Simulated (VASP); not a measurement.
Band structure of Si2W (relaxed from the CrSi2 structure, space group P6_222). All values below come from r2SCAN meta-GGA, VASP's PBE PAW potentials (set 64) (plane waves; VASP 6.6.1).

Unless said otherwise, spin-orbit coupling is left out, though it shifts the bands of the heavy elements here.

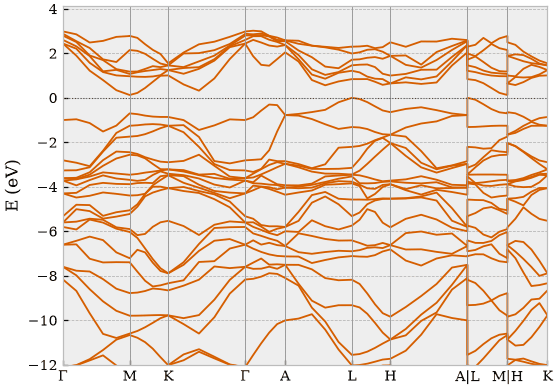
Figure: Bands along high-symmetry lines, zero at the valence-band maximum or, without a gap, the Fermi level

### Question
Read the plot: is there a gap, and where are the band edges?

### Answer
The gap is indirect, 0.13 eV, from the valence maximum at L to the conduction minimum at M.

The structure was generated: Si2W was put into the CrSi2 type (P6_222), which need not be its known phase. It was relaxed first.
